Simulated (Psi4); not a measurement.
# A workflow on SiH2OF (SMILES O[SiH]F), part 3 of 3

Psi4 1.11.

**6. The singlet anion: a geometry optimisation at CAM-B3LYP/def2-SVPD (density fitting) (run 5)**

Input file fh2osi.py:

```python
import psi4

psi4.set_memory(1600000000)
psi4.set_num_threads(1)
psi4.core.set_output_file('fh2osi.out', False)

molecule = psi4.geometry("""
-1 1
O     -0.620608    -0.903971    -0.274237
Si     0.291394     0.242548     0.506203
F      0.200487     1.669736    -0.302855
H     -1.575329    -0.818838    -0.353725
H      1.700195    -0.231966     0.396034
units angstrom
symmetry c1
""")

options = {'geom_maxiter': 50}
psi4.set_options(options)

E = psi4.optimize("cam-b3lyp/def2-SVPD", molecule=molecule)
print(f'cam-b3lyp/def2-SVPD energy: {E:.10f} Eh')
print(molecule.to_string(dtype='xyz', units='Angstrom'))
for k, v in sorted(psi4.core.scalar_variables().items()):
    print(f'{k:45s} {v:18.10f}')
```

Command:

```bash
$ python fh2osi.py
```

fh2osi.out:

```text
gradient() will perform analytic gradient computation.

   => Loading Basis Set <=

    Name: DEF2-SVPD
    Role: ORBITAL
    Keyword: BASIS

         ---------------------------------------------------------
                                   SCF
                              RKS Reference
                        1 Threads,   1525 MiB Core
         ---------------------------------------------------------

  ==> Geometry <==

    Molecular point group: c1
    Full point group: C1

    Geometry (in Angstrom), charge = -1, multiplicity = 1:

       Center              X                  Y                   Z               Mass
    ------------   -----------------  -----------------  -----------------  -----------------
         O           -0.653853868420    -1.257741613770    -0.336781117615    15.994914619570
         SI           0.258148131580    -0.111222613770     0.443658882385    27.976926534650
         F            0.167241131580     1.315965386230    -0.365399117615    18.998403162730
         H           -1.608574868420    -1.172608613770    -0.416269117615     1.007825032230
         H            1.666949131580    -0.585736613770     0.333489882385     1.007825032230

  Running in c1 symmetry.

  Rotational constants: A =      0.89390  B =      0.24768  C =      0.20258 [cm^-1]
  Rotational constants: A =  26798.41783  B =   7425.32443  C =   6073.18136 [MHz]
  Nuclear repulsion =  108.252863164059903

  Charge       = -1
  Multiplicity = 1
  Electrons    = 34
  Nalpha       = 17
  Nbeta        = 17

  ==> Algorithm <==

  SCF Algorithm Type is DF.
  DIIS enabled.
  MOM disabled.
  Fractional occupation disabled.
  Guess Type is SAD.
  Energy threshold   = 1.00e-08
  Density threshold  = 1.00e-08
  Integral threshold = 1.00e-12

  ==> Primary Basis <==

  Basis Set: DEF2-SVPD
    Blend: DEF2-SVPD
    Number of shells: 36
    Number of basis functions: 86
    Number of Cartesian functions: 92
    Spherical Harmonics?: true
    Max angular momentum: 2

  ==> DFT Potential <==

   => LibXC <=

    Version 7.1.2

   => Composite Functional: CAM-B3LYP <=

    CAM-B3LYP Hyb-GGA Exchange-Correlation Functional

    Deriv               =              1
    GGA                 =           TRUE
    Meta                =          FALSE

    Exchange Hybrid     =           TRUE
    MP2 Hybrid          =          FALSE

   => Exchange Functionals <=

    0.3500         Becke 88 [omega = 0.3300]
    0.4600   Short-range recipe for B88 functional - erf [omega = 0.3300]

   => Exact (HF) Exchange <=

    0.4600            HF,LR [omega = 0.3300]
    0.1900               HF

   => Correlation Functionals <=

    0.1900   Vosko, Wilk & Nusair (VWN5)
    0.8100   Lee, Yang & Parr

   => LibXC Density Thresholds  <==

    XC_HYB_GGA_XC_CAM_B3LYP:  1.00E-14

   => Molecular Quadrature <=

    Radial Scheme          =       TREUTLER
    Pruning Scheme         =           NONE
    Nuclear Scheme         =       TREUTLER

    Blocking Scheme        =         OCTREE
    BS radius alpha        =              1
    Pruning alpha          =              1
    Radial Points          =             75
    Spherical Points       =            302
    Total Points           =         109837
    Total Blocks           =            872
    Max Points             =            256
    Max Functions          =             85
    Weights Tolerance      =       1.00E-15

   => Loading Basis Set <=

    Name: (DEF2-SVPD AUX)
    Role: JKFIT
    Keyword: DF_BASIS_SCF

  ==> Integral Setup <==

  DFHelper Memory: AOs need 0.055 GiB; user supplied 0.874 GiB.
  SCF_SUBTYPE=INCORE selected. In-core MEM_DF algorithm will be used.
  Using in-core AOs.

  ==> MemDFJK: Density-Fitted J/K Matrices <==

    J tasked:                   Yes
    K tasked:                   Yes
    wK tasked:                  Yes
    Omega:                3.300E-01
    Memory [MiB]:               895
    Algorithm:                 Core
    Schwarz Cutoff:           1E-12
    Mask sparsity (%):       0.2163
    Fitting Condition:        1E-10

   => Auxiliary Basis Set <=

  Basis Set: (DEF2-SVPD AUX)
    Blend: DEF2-UNIVERSAL-JKFIT
    Number of shells: 100
    Number of basis functions: 318
    Number of Cartesian functions: 381
    Spherical Harmonics?: true
    Max angular momentum: 4

  Cached 100.0% of DFT collocation blocks in 0.244 [GiB].

  Minimum eigenvalue in the overlap matrix is 6.8573580789E-04.
  Reciprocal condition number of the overlap matrix is 1.0213795532E-04.
    Using symmetric orthogonalization.

  ==> Pre-Iterations <==

  SCF Guess: Superposition of Atomic Densities via on-the-fly atomic UHF (no occupation information).

   -------------------------
    Irrep   Nso     Nmo
   -------------------------
     A         86      86
   -------------------------
    Total      86      86
   -------------------------

  ==> Iterations <==

                           Total Energy        Delta E     RMS |[F,P]|

[... 1 line left out ...]
   @DF-RKS iter   1:  -465.33643785070370   -4.04911e-01   8.97138e-03 ADIIS/DIIS
[... 4 lines left out ...]
   @DF-RKS iter   6:  -465.58623323333904   -5.77433e-05   2.77514e-05 DIIS
[... 4 lines left out ...]
   @DF-RKS iter  11:  -465.58623991824521   -5.69173e-10   3.51145e-08 DIIS
[... 38 lines left out ...]
    Nuclear Repulsion Energy =            108.2528631640599031
[... 4 lines left out ...]
    VV10 Nonlocal Energy =                  0.0000000000000000
[... 92 lines left out ...]
    Weights Tolerance      =       1.00E-15
[... 137 lines left out ...]
    Weights Tolerance      =       1.00E-15
[... 62 lines left out ...]
   @DF-RKS iter   3:  -465.60896889708403   -1.31859e-03   8.19783e-05 DIIS
[... 4 lines left out ...]
   @DF-RKS iter   8:  -465.60902323475426   -3.98722e-08   3.72818e-07 DIIS
[... 10 lines left out ...]
    Final Occupation by Irrep:
[... 12 lines left out ...]
    DFT Exchange-Correlation Energy =     -30.6811467696033411
[... 18 lines left out ...]
 Dipole Y            :          2.7824628           -2.8249465           -0.0424837
[... 98 lines left out ...]
	   Step    Total Energy     Delta E     Max Force     RMS Force      Max Disp      RMS Disp
[... 112 lines left out ...]
   @DF-RKS iter   1:  -465.61259684860198   -3.17289e-02   2.72112e-04 ADIIS/DIIS
[... 4 lines left out ...]
   @DF-RKS iter   6:  -465.61293480268063   -1.21454e-07   2.56716e-06 DIIS
[... 4 lines left out ...]
  Energy and wave function converged.
[... 18 lines left out ...]
    Two-Electron Energy =                 322.0169780801113575
[... 18 lines left out ...]
 Dipole X            :         -0.4764024           -0.1522381           -0.6286406
[... 94 lines left out ...]
	Measures of convergence in internal coordinates in au.
[... 98 lines left out ...]
   @DF-RKS iter   0:  -465.60255581100472   -4.65603e+02   1.16861e-03
[... 4 lines left out ...]
   @DF-RKS iter   5:  -465.61387502850744   -5.03566e-07   3.80581e-06 DIIS
[... 4 lines left out ...]
   @DF-RKS iter  10:  -465.61387508840545   -3.75167e-12   3.52766e-09 DIIS
[... 18 lines left out ...]
    One-Electron Energy =                -860.0166127710403998
[... 4 lines left out ...]
    Total Energy =                       -465.6138750884054502
[... 107 lines left out ...]
	                                 ==> Convergence Check <==
[... 110 lines left out ...]
                           Total Energy        Delta E     RMS |[F,P]|
[... 5 lines left out ...]
   @DF-RKS iter   4:  -465.61412163115762   -3.53218e-06   7.48672e-06 DIIS
[... 4 lines left out ...]
   @DF-RKS iter   9:  -465.61412193351242   -2.68869e-11   8.79826e-09 DIIS
[... 18 lines left out ...]
    One-Electron Energy =                -859.6743438511539352
[... 4 lines left out ...]
    Total Energy =                       -465.6141219335124219
[... 107 lines left out ...]
	                                 ==> Convergence Check <==
[... 98 lines left out ...]
                           Total Energy        Delta E     RMS |[F,P]|
[... 5 lines left out ...]
   @DF-RKS iter   4:  -465.61420371780071   -1.37624e-06   6.25622e-06 DIIS
[... 4 lines left out ...]
   @DF-RKS iter   9:  -465.61420390060653   -1.65983e-11   7.46755e-09 DIIS
[... 18 lines left out ...]
    One-Electron Energy =                -859.8368895324709911
[... 4 lines left out ...]
    Total Energy =                       -465.6142039006065261
[... 107 lines left out ...]
	                                 ==> Convergence Check <==
[... 98 lines left out ...]
                           Total Energy        Delta E     RMS |[F,P]|
[... 5 lines left out ...]
   @DF-RKS iter   4:  -465.61421919683937   -1.53844e-07   2.34217e-06 DIIS
[... 4 lines left out ...]
   @DF-RKS iter   9:  -465.61421922023862   -2.10321e-12   2.26711e-09 DIIS
[... 18 lines left out ...]
    One-Electron Energy =                -860.0129763324273426
[... 4 lines left out ...]
    Total Energy =                       -465.6142192202386241
[... 107 lines left out ...]
	                                 ==> Convergence Check <==
[... 110 lines left out ...]
                           Total Energy        Delta E     RMS |[F,P]|
[... 5 lines left out ...]
   @DF-RKS iter   4:  -465.61422182815255   -3.85313e-08   5.64669e-07 DIIS
[... 4 lines left out ...]
  Energy and wave function converged.
[... 20 lines left out ...]
      18A      0.199188    19A      0.229454    20A      0.241355
      21A      0.264353    22A      0.274618    23A      0.290414
      24A      0.333352    25A      0.337211    26A      0.348234
[... 19 lines of this table left out ...]
      84A      3.704762    85A      3.768248    86A      4.149384

    Final Occupation by Irrep:
              A
    DOCC [    17 ]
    NA   [    17 ]
    NB   [    17 ]

  @DF-RKS Final Energy:  -465.61422182990157

   => Energetics <=

    Nuclear Repulsion Energy =            104.0191827867959660
    One-Electron Energy =                -860.0823646462791885
    Two-Electron Energy =                 321.0960563020054792
    DFT Exchange-Correlation Energy =     -30.6470962724238625
    Empirical Dispersion Energy =           0.0000000000000000
    VV10 Nonlocal Energy =                  0.0000000000000000
    Total Energy =                       -465.6142218299015667

Computation Completed

Properties will be evaluated at   0.000000,   0.000000,   0.000000 [a0]

Properties computed using the SCF density matrix

 Multipole Moments:

 ------------------------------------------------------------------------------------
     Multipole            Electronic (a.u.)      Nuclear  (a.u.)        Total (a.u.)
 ------------------------------------------------------------------------------------

 L = 1.  Multiply by 2.5417464519 to convert [e a0] to [Debye]
 Dipole X            :         -0.3039605           -0.2321876           -0.5361481
 Dipole Y            :          2.9317723           -3.0168926           -0.0851202
 Dipole Z            :         -0.7456574            0.3945827           -0.3510747
 Magnitude           :                                                    0.6464934

 ------------------------------------------------------------------------------------

	total time  =          2 seconds =       0.03 minutes

         ------------------------------------------------------------
                                   SCF GRAD
         ------------------------------------------------------------

  ==> Geometry <==

    Molecular point group: c1
    Full point group: C1

    Geometry (in Angstrom), charge = -1, multiplicity = 1:

       Center              X                  Y                   Z               Mass
    ------------   -----------------  -----------------  -----------------  -----------------
         O           -0.626017584904    -1.224335014022    -0.527869330571    15.994914619570
         SI           0.162703932290    -0.108269099996     0.592258015482    27.976926534650
         F            0.285387571279     1.291519978707    -0.426700914833    18.998403162730
         H           -1.553223535378    -1.294894518658    -0.293517374720     1.007825032230
         H            1.592152637424    -0.614808569733     0.273972210249     1.007825032230

  Nuclear repulsion =  104.019182786795966

   => Molecular Quadrature <=

    Radial Scheme          =       TREUTLER
    Pruning Scheme         =           NONE
    Nuclear Scheme         =       TREUTLER

    Blocking Scheme        =         OCTREE
    BS radius alpha        =              1
    Pruning alpha          =              1
    Radial Points          =             75
    Spherical Points       =            302
    Total Points           =         109869
    Total Blocks           =            871
    Max Points             =            256
    Max Functions          =             85
    Weights Tolerance      =       1.00E-15

  -Total Gradient:
     Atom            X                  Y                   Z
    ------   -----------------  -----------------  -----------------
       1        0.000044833041     0.000040547519     0.000058417354
       2       -0.000027648356    -0.000078516600    -0.000042923991
       3        0.000037982318     0.000050823611    -0.000002436764
       4        0.000001777835     0.000060681383     0.000033841658
       5       -0.000011751175     0.000005059907     0.000015224743

	total time  =          1 seconds =       0.02 minutes

    			-----------------------------------------

    			 OPTKING 3.0: for geometry optimizations

    			        with contributions from

    			-----------------------------------------

	                            ===> Fragment 1 <==

	 Z (Atomic Numbers)          Masses                          Geom
	       8.000000            15.994915         -1.18300179 -2.31365786 -0.99752846
	      14.000000            27.976927          0.30746587 -0.20459895  1.11920544
	       9.000000            18.998403          0.53930435  2.44061905 -0.80634787
	       1.000000             1.007825         -2.93516709 -2.44699600 -0.55466745
	       1.000000             1.007825          3.00873243 -1.16181982  0.51773244

	 - Coordinate -           - BOHR/RAD -       - ANG/DEG -
	 R(1,2)           =         3.339189           1.767023
	 R(1,4)           =         1.812178           0.958963
	 R(2,3)           =         3.280043           1.735724
[... 6 lines of this table left out ...]
	 D(4,1,2,5)       =        -3.468166        -198.711261

	        --- Internal Coordinate Step in ANG or DEG, aJ/ANG or AJ/DEG ---
	-------------------------------------------------------------------------------
	           Coordinate      Previous         Force          Change          New
	           ----------      --------        ------          ------        ------
	               R(1,2)       1.76702        0.00074        0.00011       1.76713
	               R(1,4)       0.95896        0.00002       -0.00000       0.95896
	               R(2,3)       1.73572       -0.00032       -0.00009       1.73563
[... 6 lines of this table left out ...]
	           D(4,1,2,5)    -198.71126       -0.00000       -0.05445    -198.76571
	-------------------------------------------------------------------------------

	                                 ==> Convergence Check <==

	Measures of convergence in internal coordinates in au.

	Criteria marked as inactive (o), active & met (*), and active & unmet ( ).

	----------------------------------------------------------------------------------------------
	   Step    Total Energy     Delta E     Max Force     RMS Force      Max Disp      RMS Disp
	----------------------------------------------------------------------------------------------
	  Convergence Criteria     1.00e-06 *    3.00e-04 *             o    1.20e-03 *             o
	----------------------------------------------------------------------------------------------
	     8    -465.61422183   -2.61e-06      8.93e-05 *    3.95e-05 o    9.59e-04 *    4.72e-04 o  ~
	----------------------------------------------------------------------------------------------

Next Geometry in Ang
	Fragment 1 (Ang)

	    O  -0.6261718607  -1.2239565542  -0.5280115360
	   Si   0.1627425106  -0.1080978879   0.5923618797
	    F   0.2854677365   1.2914660133  -0.4267468960
	    H  -1.5532697587  -1.2953114929  -0.2934789029
	    H   1.5922343930  -0.6148873021   0.2740180607

    Final optimized geometry and variables:
    Molecular point group: c1
    Full point group: C1

    Geometry (in Angstrom), charge = -1, multiplicity = 1:

    O           -0.626017584904    -1.224335014022    -0.527869330571
    SI           0.162703932290    -0.108269099996     0.592258015482
    F            0.285387571279     1.291519978707    -0.426700914833
    H           -1.553223535378    -1.294894518658    -0.293517374720
    H            1.592152637424    -0.614808569733     0.273972210249

[set-up sections that repeat, and orbital energies of the middle runs, are left out above]
```

Wall time 26 s (1 thread of AMD EPYC 9R45 (Zen 5), shared host); peak memory 0.55 GiB.

Step by step:

| step | energy from the first frame kept (eV) | largest force (eV/Å) |
| --- | --- | --- |
| 0 | 0.0000 | 5.1716 |
| 1 | -0.6200 | 1.5534 |
| 2 | -0.7264 | 0.5613 |
| 3 | -0.7520 | 0.1217 |
| 4 | -0.7587 | 0.0979 |
| 5 | -0.7609 | 0.0588 |
| 6 | -0.7614 | 0.0208 |
| 7 | -0.7614 | 0.0048 |

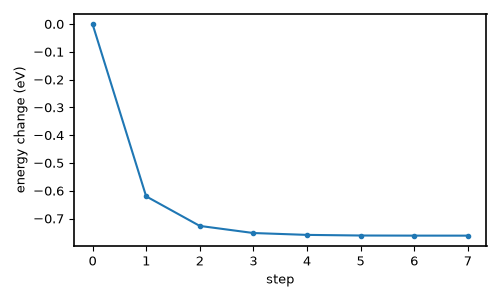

Energy along the run.

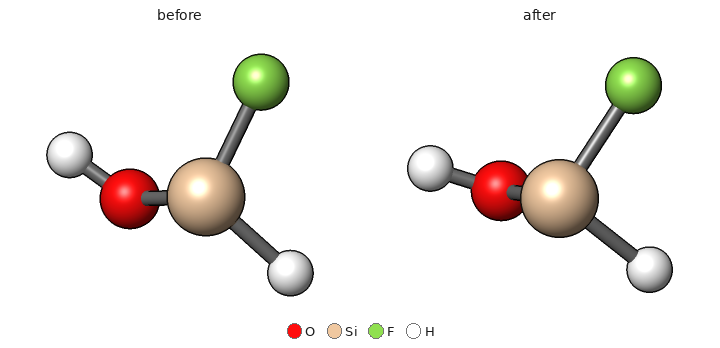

Before and after, at one scale.

After the run. Bond lengths: O1–Si2 1.767 Å, Si2–F3 1.736 Å, O1–H4 0.959 Å, Si2–H5 1.550 Å. Angles: O1–Si2–F3 99.7°, O1–Si2–H5 94.3°, F3–Si2–H5 94.5°, Si2–O1–H4 108.9°.

**7. Summary of results**

What follows sums up all 3 parts.

| quantity | value |
| --- | --- |
| run 1, UCAM-B3LYP/def2-SVPD: total energy at the end | -465.55891 Eh |
| run 1, UCAM-B3LYP/def2-SVPD: dipole moment | 1.55 D |
| run 1, UCAM-B3LYP/def2-SVPD: HOMO energy (highest over α and β) | -7.87 eV |
| run 1, UCAM-B3LYP/def2-SVPD: LUMO energy (lowest over α and β) | -1.75 eV |
| run 1, UCAM-B3LYP/def2-SVPD: ⟨S²⟩ | 0.752 |
| singlet cation, run 2: total energy | -465.22104 Eh |
| singlet cation, run 2: HOMO energy | -18.69 eV |
| singlet cation, run 2: LUMO energy | -10.41 eV |
| singlet cation, run 2: HOMO–LUMO gap | 8.28 eV |
| singlet cation, run 3: total energy at the end | -465.27155 Eh |
| singlet cation, run 3: HOMO energy | -19.49 eV |
| singlet cation, run 3: LUMO energy | -7.36 eV |
| singlet cation, run 3: HOMO–LUMO gap | 12.12 eV |
| singlet anion, run 4: total energy | -465.58624 Eh |
| singlet anion, run 4: HOMO energy | 0.13 eV |
| singlet anion, run 4: LUMO energy | 5.26 eV |
| singlet anion, run 4: HOMO–LUMO gap (to an unbound level, set by the basis) | 5.12 eV |
| singlet anion, run 5: total energy at the end | -465.61422 Eh |
| singlet anion, run 5: HOMO energy | -1.17 eV |
| singlet anion, run 5: LUMO energy | 5.42 eV |
| singlet anion, run 5: HOMO–LUMO gap (to an unbound level, set by the basis) | 6.59 eV |
| adiabatic electron affinity (to the singlet anion, no zero-point term) | 1.505 eV |
| adiabatic ionisation energy (to the singlet cation, no zero-point term) | 7.819 eV |

In words: The adiabatic electron affinity (to the singlet anion, no zero-point term) is 1.51 eV (145 kJ/mol). The adiabatic ionisation energy (to the singlet cation, no zero-point term) is 7.82 eV (180 kcal/mol). The optimisation (run 1, UCAM-B3LYP/def2-SVPD) took 6 steps and changed the energy by -0.038 eV. The optimisation (singlet cation, run 3) took 8 steps and changed the energy by -1.374 eV. The HOMO (singlet anion, run 4) lies at positive energy, 0.13 eV; only total energies tell whether the electron is bound. The optimisation (singlet anion, run 5) took 8 steps and changed the energy by -0.761 eV.
